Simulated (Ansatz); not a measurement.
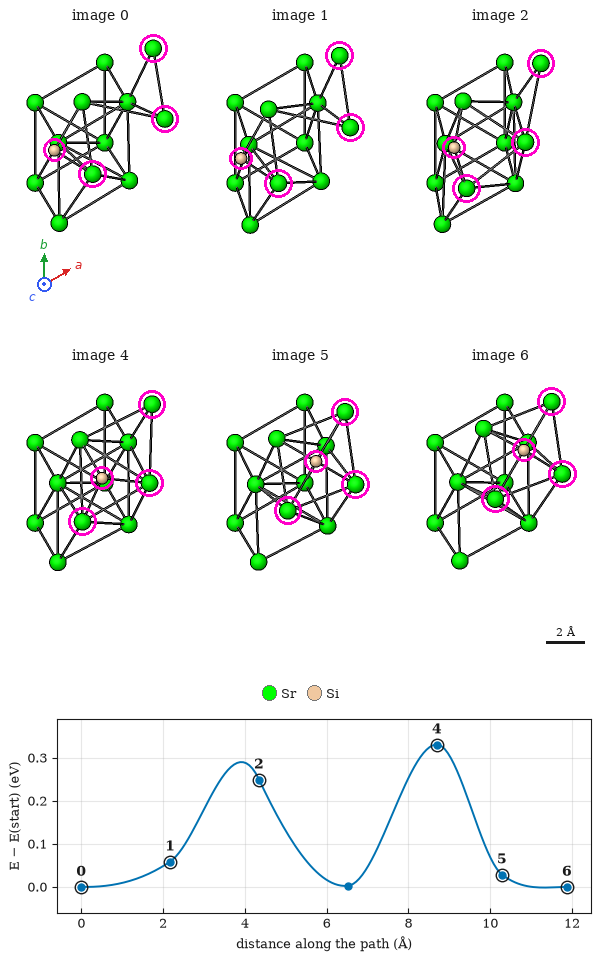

A nudged-elastic-band calculation for Si on Sr(111) (13 atoms in the cell). Images are numbered from 0 (start) to 6 (end). Style: ball-and-stick. Shown: the simulation cell, with the vacuum cut short (origin moved), along the c axis. The atoms that move most are ringed. Bonds to atoms that aren't drawn are left out.

Theory: DFT PBE-D3(BJ), scalar-relativistic, plane waves, PAW in Ansatz 0.2.0.

Input
```yaml
crystal:
  lattice:
    - [8.598418, 0.0, 0.0]
    - [4.299209, 7.446449, 0.0]
    - [0.0, 0.0, 18.020579]
  atoms:
    - { symbol: Sr, position: [0.1666667, 0.1666667, 0.0554921] }
    - { symbol: Sr, position: [0.6666667, 0.1666667, 0.0554921] }
    - { symbol: Sr, position: [0.1666667, 0.6666667, 0.0554921] }
    - { symbol: Sr, position: [0.6666667, 0.6666667, 0.0554921] }
    - { symbol: Sr, position: [-0.15584014, 0.34279658, 0.23408216] }
    - { symbol: Sr, position: [0.34009559, 0.32986504, 0.25333092] }
    - { symbol: Sr, position: [-0.16969508, 0.83965783, 0.2535959] }
    - { symbol: Sr, position: [0.3340792, 0.83386099, 0.24945073] }
    - { symbol: Sr, position: [0.01496671, 0.08002248, 0.42339406] }
    - { symbol: Sr, position: [0.50491202, 0.00201336, 0.45318815] }
    - { symbol: Sr, position: [0.09860041, 0.59925003, 0.4576616] }
    - { symbol: Sr, position: [0.58069008, 0.51467383, 0.42186661] }
    - { symbol: Si, position: [0.30439159, 0.8013712, 0.50710609] }
basis:
  ecutwfc: 420.0
kpoints:
  mp_grid: { grid: [2, 2, 1] }
hamiltonian:
  xc: pbe
  dispersion: d3bj
scf:
  occupations: { method: gaussian, width: 0.1 }
  lower_state_search: "off"
neb:
  images: 5
  f_tol: 0.03
  initial_path: idpp
  max_iterations: 38
  constraints: [{ sites: [0, 1, 2, 3] }]
  final_atoms:
    - { symbol: Sr, position: [0.1666667, 0.1666667, 0.0554921] }
    - { symbol: Sr, position: [0.6666667, 0.1666667, 0.0554921] }
    - { symbol: Sr, position: [0.1666667, 0.6666667, 0.0554921] }
    - { symbol: Sr, position: [0.6666667, 0.6666667, 0.0554921] }
    - { symbol: Sr, position: [-0.15990438, 0.32986504, 0.25333092] }
    - { symbol: Sr, position: [0.34415989, 0.34279658, 0.23408216] }
    - { symbol: Sr, position: [-0.16592077, 0.83386099, 0.24945073] }
    - { symbol: Sr, position: [0.33030495, 0.83965783, 0.2535959] }
    - { symbol: Sr, position: [0.00491205, 0.00201336, 0.45318815] }
    - { symbol: Sr, position: [0.51496674, 0.08002248, 0.42339406] }
    - { symbol: Sr, position: [0.08069011, 0.51467383, 0.42186661] }
    - { symbol: Sr, position: [0.59860044, 0.59925003, 0.4576616] }
    - { symbol: Si, position: [0.80439162, 0.8013712, 0.50710609] }
  order_check: true
```

Command:
```bash
ansatz run input.yaml --threads 2 --pin off --max-ram 5120MiB --backend cpu --events-out ev --progress --plain --runs-dir out
```

Q: Describe the mechanism and the energy profile.

A: The path has more than one stage, and so few images may leave a stage unresolved. The Si atom travels furthest, 4.30 Å from end to end, on a path that bends up to 0.77 Å away from the straight line. At the highest image its nearest neighbour (Sr) is 2.92 Å away, against 2.87 Å at the start, and the surrounding atoms stand up to 1.17 Å off the mean of their end positions. The two ends have the same energy, and the highest point, image 4, lies 0.33 eV above the start. The profile has 2 maxima (images 2, 4) with a dip at image 3 (0.00 eV), so the process runs in steps. The band converged in 23 iterations. The largest component of the band force went from 0.83 to 0.029 eV/Å. The climbing image converged on the top of the path. A check of its curvatures found one unstable direction (−0.22 eV/Å²), as a transition state must have.
